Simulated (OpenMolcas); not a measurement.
# Co⁴⁺: multiconfigurational calculation (part 2 of 2)

The same run, continued: Co⁴⁺, among 6 point charges of −2.2 e at 1.86 Å, octahedron (Oh), whose field is part of the energies. Method: state-averaged CASSCF, active space 5 electrons in the shell 3d, basis ANO-RCC-VDZP, DKH2 scalar Hamiltonian, spin-orbit coupling by RASSI with atomic mean-field integrals (OpenMolcas).

### Log (extracts), continued
```
--- RASSI ---
SPIN-FREE ENERGIES:
  (Shifted by EMIN (a.u.) =      -1403.0600308957)

 SF State       Relative EMIN(au)   Rel lowest level(eV)    D:o, cm**(-1)      L_eff

     1             0.0000000000        0.0000000000              0.0000         0.0
     2             0.1873393861        5.0977643939          41116.2427         3.7
     3             0.1873393861        5.0977643939          41116.2427         3.7
     4             0.1873393861        5.0977643939          41116.2427         3.7
     5             0.1915779139        5.2131006101          42046.4920         4.0
     6             0.1915779139        5.2131006101          42046.4920         4.0
     7             0.1915779139        5.2131006101          42046.4920         4.0
     8             0.1927506588        5.2450126259          42303.8798         4.0
     9             0.1927506588        5.2450126259          42303.8798         4.0
    10             0.1931387782        5.2555738917          42389.0621         4.0
    11             0.2279926885        6.2039971086          50038.6113         1.6
    12             0.2279926885        6.2039971086          50038.6113         1.6
    13             0.2279926885        6.2039971086          50038.6113         1.6
    14             0.2374600993        6.4616184811          52116.4678         2.0
    15             0.2374600993        6.4616184811          52116.4678         2.0
    16             0.2374600993        6.4616184811          52116.4678         2.0
    17             0.2399375064        6.5290321615          52660.1958         2.0
    18             0.2399375064        6.5290321615          52660.1958         2.0
    26             0.2679510737        7.2913201625          58808.4631         5.8
    27             0.2679510737        7.2913201625          58808.4631         5.8
    28             0.2679510737        7.2913201625          58808.4631         5.8
    29             0.2702498774        7.3538737955          59312.9922         5.8
    30             0.2714916465        7.3876640561          59585.5290         5.9
    31             0.2714916465        7.3876640561          59585.5290         5.9
    32             0.2714916465        7.3876640561          59585.5290         5.9
    33             0.2721764063        7.4062973195          59735.8164         5.9
    34             0.2721764063        7.4062973195          59735.8164         5.9
    35             0.2721764063        7.4062973195          59735.8164         5.9
    36             0.2732034996        7.4342459511          59961.2374         6.0
    37             0.2732034996        7.4342459511          59961.2374         6.0
    38             0.2749393713        7.4814814272          60342.2172         6.0
    39             0.3009366655        8.1889038403          66047.9637         2.9
    40             0.3009366655        8.1889038403          66047.9637         2.9
    41             0.3009366655        8.1889038403          66047.9637         2.9
    42             0.3082826421        8.3887980458          67660.2192         2.4
    43             0.3082826421        8.3887980458          67660.2192         2.4
    44             0.3166066166        8.6153049334          69487.1205         3.2
    45             0.3166066166        8.6153049334          69487.1205         3.2
    46             0.3166066166        8.6153049334          69487.1205         3.2
    47             0.3201711596        8.7123010875          70269.4472         3.3
Eigenvalues of complex Hamiltonian:
   -----------------------------------
  (Shifted by EMIN (a.u.) =      -1403.0600308957)

 SO State       Relative EMIN(au)   Rel lowest level(eV)    D:o, cm**(-1)     J-value

     1            -0.0002317771        0.0000000000              0.0000         2.0
     2            -0.0002317771        0.0000000000              0.0000         2.0
     3            -0.0002317727        0.0000001205              0.0010         1.8
     4            -0.0002317727        0.0000001205              0.0010         2.2
     5            -0.0002317727        0.0000001205              0.0010         2.1
     6            -0.0002317727        0.0000001205              0.0010         1.8
     7             0.1867954926        5.0892712740          41047.7411         3.4
     8             0.1867954926        5.0892712740          41047.7411         3.4
     9             0.1869247780        5.0927893092          41076.1159         3.3
    10             0.1869247780        5.0927893092          41076.1159         3.4
    11             0.1869247780        5.0927893092          41076.1159         3.5
    12             0.1869247780        5.0927893092          41076.1159         3.5
    13             0.1871015103        5.0975984401          41114.9042         2.8
    14             0.1871015103        5.0975984401          41114.9042         2.8
    15             0.1871015103        5.0975984401          41114.9042         3.6
    16             0.1871015103        5.0975984401          41114.9042         3.6
    17             0.1873898234        5.1054438379          41178.1816         3.0
    18             0.1873898234        5.1054438379          41178.1816         3.0
    19             0.1907743812        5.1975423493          41921.0062         2.3
    20             0.1907743812        5.1975423493          41921.0062         2.3
    21             0.1911734050        5.2084003387          42008.5818         2.9
    22             0.1911734050        5.2084003387          42008.5818         2.8
    23             0.1911734050        5.2084003387          42008.5818         3.3
    24             0.1911734050        5.2084003387          42008.5818         3.3
    25             0.1915715722        5.2192350220          42095.9694         4.3
    26             0.1915715722        5.2192350220          42095.9694         4.3
    27             0.1916188296        5.2205209612          42106.3412         3.8
    28             0.1916188296        5.2205209612          42106.3412         4.4
    29             0.1916188296        5.2205209612          42106.3412         4.4
    30             0.1916188296        5.2205209612          42106.3412         3.8
    31             0.1924705257        5.2436967921          42293.2669         3.6
    32             0.1924705257        5.2436967921          42293.2669         3.6
    33             0.1925021446        5.2445571848          42300.2064         3.5
    34             0.1925021446        5.2445571848          42300.2064         3.5
    35             0.1925021446        5.2445571848          42300.2064         3.6
    36             0.1925021446        5.2445571848          42300.2064         3.4
    37             0.1925797537        5.2466690372          42317.2396         3.3
    38             0.1925797537        5.2466690372          42317.2396         3.3
    39             0.1929044096        5.2555033728          42388.4934         3.6
    40             0.1929044096        5.2555033728          42388.4934         3.4
    41             0.1929044096        5.2555033728          42388.4934         3.4
Weights of the five most important spin-orbit-free states for each spin-orbit state.

 SO State  Total energy (au)           Spin-free states, spin, and weights
 -------------------------------------------------------------------------------------------------------
    1        -0.000232       1 2.5  0.9989   11 1.5  0.0003   12 1.5  0.0003   13 1.5  0.0003    2 1.5  0.0001
    2        -0.000232       1 2.5  0.9989   11 1.5  0.0003   13 1.5  0.0003   12 1.5  0.0003    2 1.5  0.0001
    3        -0.000232       1 2.5  0.9989   13 1.5  0.0004   11 1.5  0.0003   12 1.5  0.0002    2 1.5  0.0001
    4        -0.000232       1 2.5  0.9989   12 1.5  0.0004   11 1.5  0.0003   13 1.5  0.0002    4 1.5  0.0001
    5        -0.000232       1 2.5  0.9989   13 1.5  0.0003   11 1.5  0.0003   12 1.5  0.0002    2 1.5  0.0001
    6        -0.000232       1 2.5  0.9989   12 1.5  0.0003   11 1.5  0.0003   13 1.5  0.0002    3 1.5  0.0001
    7         0.186795       2 1.5  0.3311    3 1.5  0.3311    4 1.5  0.3311    8 1.5  0.0007    9 1.5  0.0007
    8         0.186795       3 1.5  0.3311    2 1.5  0.3311    4 1.5  0.3311    9 1.5  0.0007    8 1.5  0.0007
    9         0.186925       4 1.5  0.5327    3 1.5  0.2333    2 1.5  0.2299   14 1.5  0.0004   15 1.5  0.0004
   10         0.186925       4 1.5  0.4688    3 1.5  0.3508    2 1.5  0.1763   14 1.5  0.0005   41 0.5  0.0004
   11         0.186925       2 1.5  0.4340    3 1.5  0.4306    4 1.5  0.1312   16 1.5  0.0005   40 0.5  0.0003
   12         0.186925       2 1.5  0.4876    3 1.5  0.3131    4 1.5  0.1952   16 1.5  0.0005   15 1.5  0.0004
```

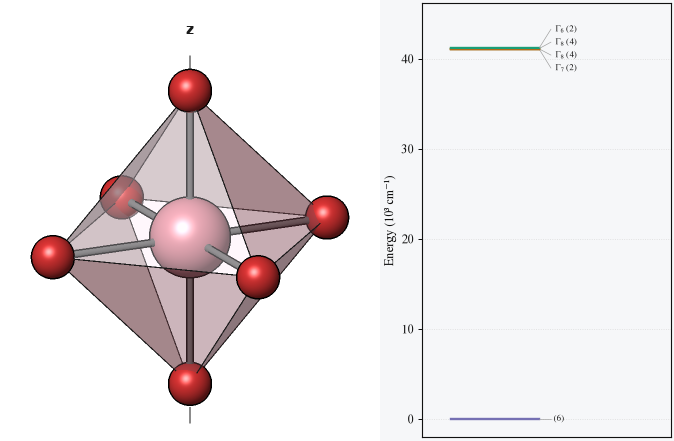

*Co⁴⁺ (3d⁵) among 6 point charges of −2.2 e at 1.86 Å, arranged as: octahedron (Oh), with its levels. Labels give the representation in O, Td, D4 or D3 as the site allows (double group for half-integer spin) where it could be assigned and, in brackets, the degeneracy; spin-free states, where drawn, share the zero of the spin-orbit levels.*

The ground level is 6-fold degenerate, 100 % from states of spin multiplicity 6. The next level lies at 41,000 cm⁻¹ (Γ₇).

Outcome of the run: converged.
